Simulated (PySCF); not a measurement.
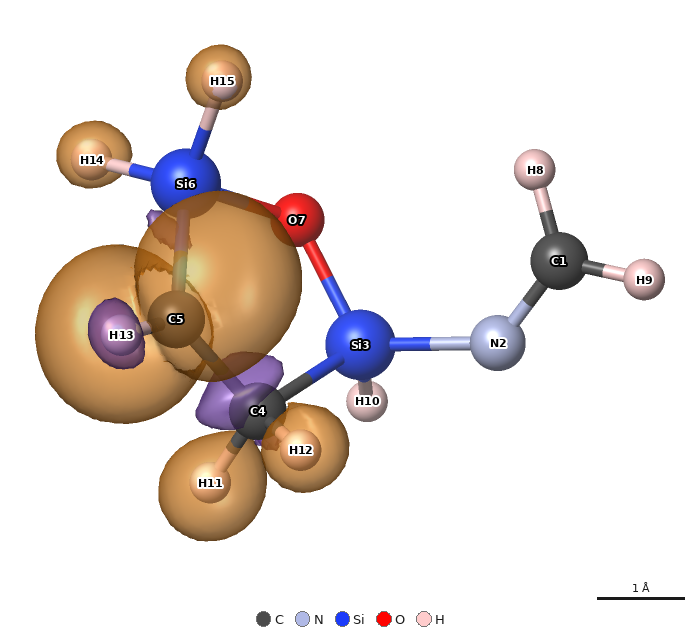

Figure. C₃H₈NOSi₂ (doublet). Isosurfaces of the spin density at +0.015 (orange) and −0.015 e/Å³ (purple), seen across its widest extent.

Geometry: GFN2-xTB.

These are results of UKS B3LYP, pcH-1 on C H N O Si, non-relativistic, mean-field spin-orbit, GIAO (PySCF), not measurements.

```xyz
15

C     2.6925   -0.1608    0.7772
N     1.8507   -0.9867    0.3643
Si    0.4431   -0.7797   -0.6113
C    -1.0933   -1.0609    0.4979
C    -1.8117    0.2308    0.5836
Si   -1.1663    1.5617   -0.5278
O     0.1262    0.7318   -1.1378
H     2.6789    0.9081    0.5464
H     3.5083   -0.5072    1.4080
H     0.5768   -1.6340   -1.7772
H    -1.7375   -1.8135    0.0308
H    -0.8732   -1.4575    1.4930
H    -2.6042    0.3278    1.3104
H    -1.9852    1.9114   -1.6882
H    -0.6095    2.7366    0.1476
```

**Where is the unpaired spin?**

The unpaired spin (1 electron) lies mostly on C5 (about 0.7), in electrons by Hirshfeld's partition.
